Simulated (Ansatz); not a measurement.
**Si$_{2}$H$_{6}$F: a changed input and its effect**

System: Si$_{2}$H$_{6}$F, charge −1.
Method of run 1: RKS wB97M-V/def2-TZVPPD (Ansatz 0.2.0).

The geometry comes from this level: PBE0-D4/def2-TZVPD. Text and figures count atoms from 1; the logs count them from 0 in places.

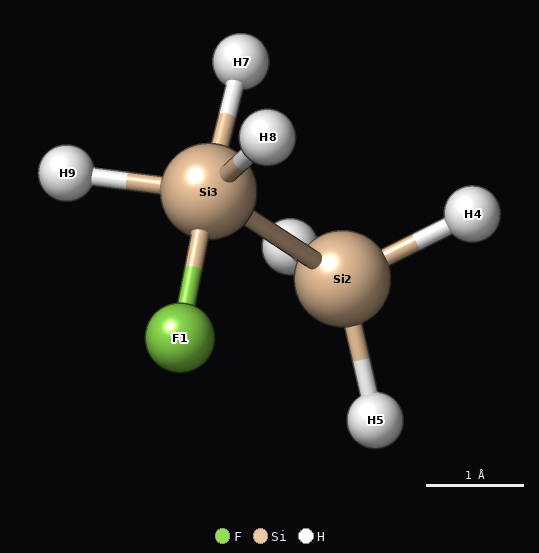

Figure 1. The input geometry (ball-and-stick view, seen at a tilt; atoms are numbered from 1 in the order of the input). Bond lengths as drawn: F–Si 1.73 Å, H–Si 1.50 to 1.60 Å and Si–Si 2.36 Å.

### The input, run 1
```yaml
crystal:
  periodic: [false, false, false]
  atoms:
    - {symbol: F, position_ang: [-0.589405, -0.167026, -2.064623]}
    - {symbol: Si, position_ang: [0.107811, 1.097497, 0.605909]}
    - {symbol: Si, position_ang: [-0.112549, -0.924546, -0.585652]}
    - {symbol: H, position_ang: [1.497093, 1.220723, 1.170291]}
    - {symbol: H, position_ang: [-0.150842, 2.457020, 0.000735]}
    - {symbol: H, position_ang: [-0.771947, 1.081168, 1.826410]}
    - {symbol: H, position_ang: [0.333824, -1.526465, 0.822390]}
    - {symbol: H, position_ang: [1.094037, -1.541267, -1.251144]}
    - {symbol: H, position_ang: [-1.408121, -1.697105, -0.524418]}
basis:
  gaussian: {orbitals: "def2-TZVPPD.json"}
total_charge: -1
hamiltonian: {xc: {name: wB97M-V}}
```

Launched with:
```bash
ansatz run in.yaml --threads 4 --pin off --events-out ev --progress --plain --max-ram 9574MiB
```

Hardware: 4 threads of Arm Neoverse V1, 23 GiB of memory available, shared host.

### Output (run 1)
```
Functional definition: wB97M-V
  parameter omega = 0.3/bohr
  parameter cx = 0.15
  parameter cx01 = 1.007
  parameter cx10 = 0.259
  parameter css00 = 0.443
  parameter css04 = -1.437
  parameter css10 = -4.535
  parameter css20 = -3.390
  parameter css43 = 4.278
  parameter cos00 = 1.000
  parameter cos10 = 1.358
  parameter cos20 = 2.924
  parameter cos21 = -8.812
  parameter cos60 = -1.390
  parameter cos61 = 9.142
  parameter b = 6.0
  parameter c = 0.01
  gx(w, u) = 1 - cx + cx01*u + cx10*w
  gss(w, u) = css00 + css04*u^4 + css10*w + css20*w^2 + css43*w^4*u^3
  gos(w, u) = cos00 + cos10*w + (cos20 + cos21*u)*w^2 + (cos60 + cos61*u)*w^6
  exchange = spin_sum(e_x_unif_sr(omega)*gx(b97_w, b97_u_x)) + cx*exact_x_sr(omega) + exact_x_lr(omega)
  correlation = spin_sum(e_c_pw_mod_same_spin*gss(b97_w, b97_u_same))
      + integral(e_c_pw_mod_opposite_spin*gos(b97_w_opposite, b97_u_opposite)) + vv10(b, c)
1171 factors; their error is unknown
348 factors; integrals over basis functions are off by at most 2.6e-5 eV
mean field evaluation 1: about -18570.1610 eV, gradient 1.6e1 eV
mean field evaluation 2: about -18570.7483 eV, gradient 9.2e0 eV
mean field evaluation 4: about -18570.9035 eV, gradient 1.2e0 eV
mean field evaluation 8: about -18570.9275 eV, gradient 3.7e-1 eV
mean field evaluation 16: about -18570.9277 eV, gradient 4.8e-5 eV
mean field -18570.92765972 eV, -682.4690036680 hartree, gradient 4.8e-5 eV, S^2 0.000000; 0 other end points of the search recorded, 0 dependent functions left out
reference -18570.92772979 eV, -682.4690062430 hartree; 22, 22 occupied and 216, 216 virtual orbitals, 1171 factors
Total energy: -18570.92772979 eV, -682.4690062430 hartree
```

For run 2 the input was changed thus:
```diff
-    - {symbol: Si, position_ang: [0.107811, 1.097497, 0.605909]}
-    - {symbol: Si, position_ang: [-0.112549, -0.924546, -0.585652]}
-    - {symbol: H, position_ang: [1.497093, 1.220723, 1.170291]}
-    - {symbol: H, position_ang: [-0.150842, 2.457020, 0.000735]}
-    - {symbol: H, position_ang: [-0.771947, 1.081168, 1.826410]}
-    - {symbol: H, position_ang: [0.333824, -1.526465, 0.822390]}
-    - {symbol: H, position_ang: [1.094037, -1.541267, -1.251144]}
-    - {symbol: H, position_ang: [-1.408121, -1.697105, -0.524418]}
+    - {symbol: Si, position_ang: [0.580938, 1.231574, 2.263244]}
+    - {symbol: Si, position_ang: [0.360578, -0.790468, 1.071683]}
+    - {symbol: H, position_ang: [1.970221, 1.354800, 2.827626]}
+    - {symbol: H, position_ang: [0.322285, 2.591098, 1.658070]}
+    - {symbol: H, position_ang: [-0.298820, 1.215245, 3.483745]}
+    - {symbol: H, position_ang: [0.806951, -1.392387, 2.479725]}
+    - {symbol: H, position_ang: [1.567165, -1.407190, 0.406190]}
+    - {symbol: H, position_ang: [-0.934994, -1.563028, 1.132917]}
```

Predict how the results change.

With the same method and basis, run 2 lies 52.7 kcal/mol higher.

### Output (run 2)
```
Functional definition: wB97M-V
  parameter omega = 0.3/bohr
  parameter cx = 0.15
  parameter cx01 = 1.007
  parameter cx10 = 0.259
  parameter css00 = 0.443
  parameter css04 = -1.437
  parameter css10 = -4.535
  parameter css20 = -3.390
  parameter css43 = 4.278
  parameter cos00 = 1.000
  parameter cos10 = 1.358
  parameter cos20 = 2.924
  parameter cos21 = -8.812
  parameter cos60 = -1.390
  parameter cos61 = 9.142
  parameter b = 6.0
  parameter c = 0.01
  gx(w, u) = 1 - cx + cx01*u + cx10*w
  gss(w, u) = css00 + css04*u^4 + css10*w + css20*w^2 + css43*w^4*u^3
  gos(w, u) = cos00 + cos10*w + (cos20 + cos21*u)*w^2 + (cos60 + cos61*u)*w^6
  exchange = spin_sum(e_x_unif_sr(omega)*gx(b97_w, b97_u_x)) + cx*exact_x_sr(omega) + exact_x_lr(omega)
  correlation = spin_sum(e_c_pw_mod_same_spin*gss(b97_w, b97_u_same))
      + integral(e_c_pw_mod_opposite_spin*gos(b97_w_opposite, b97_u_opposite)) + vv10(b, c)
1171 factors; their error is unknown
348 factors; integrals over basis functions are off by at most 3.5e-5 eV
mean field evaluation 1: about -18567.1503 eV, gradient 2.1e1 eV
mean field evaluation 2: about -18567.2060 eV, gradient 3.2e1 eV
mean field evaluation 4: about -18568.6206 eV, gradient 1.5e0 eV
mean field evaluation 8: about -18568.6334 eV, gradient 6.1e-2 eV
mean field evaluation 16: about -18568.6424 eV, gradient 6.0e-5 eV
mean field -18568.64237128 eV, -682.3850208665 hartree, gradient 6.0e-5 eV, S^2 0.000000; 0 other end points of the search recorded, 0 dependent functions left out
reference -18568.64244041 eV, -682.3850234070 hartree; 22, 22 occupied and 216, 216 virtual orbitals, 1171 factors
Total energy: -18568.64244041 eV, -682.3850234070 hartree
```

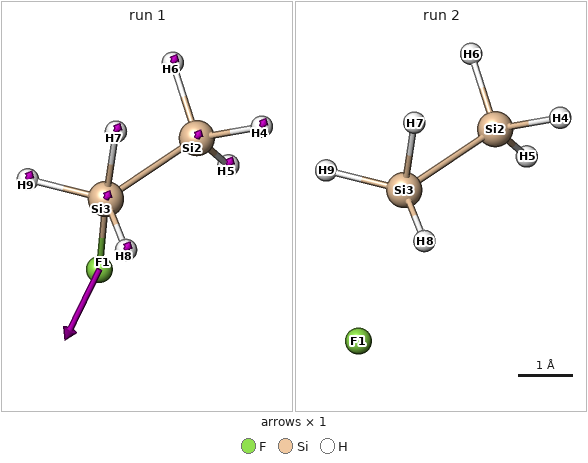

Figure 2. The two input geometries at one scale (ball-and-stick view, seen at a tilt). The pink arrows on the first give the shifts of the atoms after the best rigid fit, at true length. The atom that moves furthest after the best rigid fit is F1 (1.54 Å). Largest moves by element: F 1.54 Å, H 0.19 Å, Si 0.19 Å. Among the contacts that change: F1–Si3 1.729 → 3.336 Å.

### The two runs side by side

| quantity | run 1 | run 2 |
| --- | --- | --- |
| outcome | converged | converged |
| total energy (hartree) | −682.469006 | −682.385023 |
| basis functions | 238 | 238 |
| wall time (shared host) | 8.5 s | 8.5 s |
